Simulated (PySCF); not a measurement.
```xyz
2

La    0.0000    0.0000   -0.1647
N     0.0000    0.0000    1.6343
```

The calculation used PySCF 2.14.0, PBE0/x2c-TZVPall, spin-free X2C-1e, Gaussian nucleus, at a bond length of 1.799 Å.

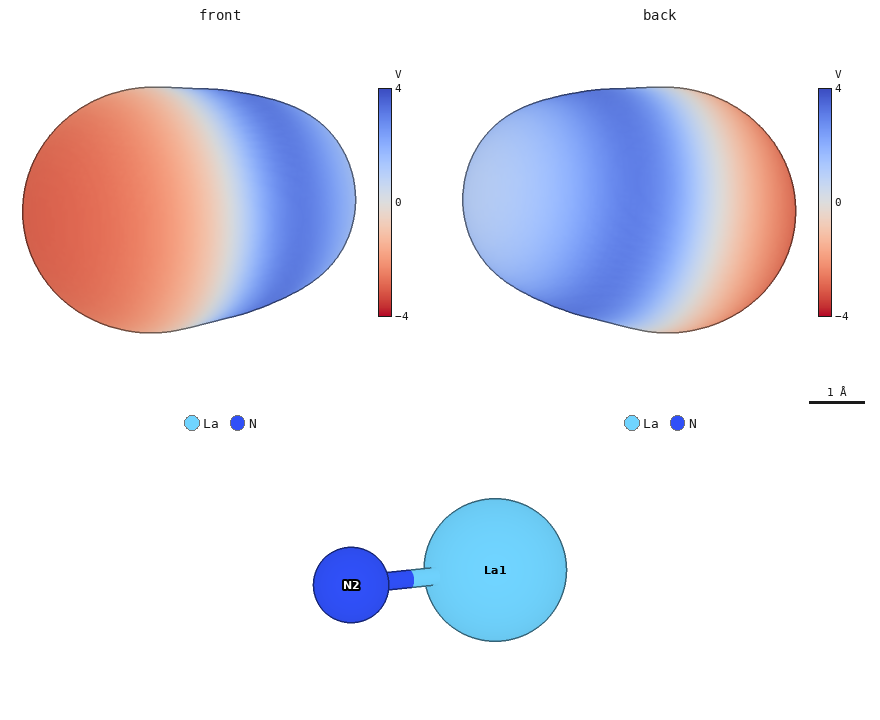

LaN. The electrostatic potential painted on the density surface at 0.001 e/bohr³, seen from the front and from behind; the colour scale runs from red (negative) to blue (positive). The bare structure is drawn below in the same view.

### Where is the surface potential most negative and most positive?

The most negative region (about −2.9 V, or −67 kcal/mol for a unit charge) lies over N2, the most positive (about +3.0 V, or +69 kcal/mol for a unit charge) over La1. N2 is the likeliest acceptor of a hydrogen bond.
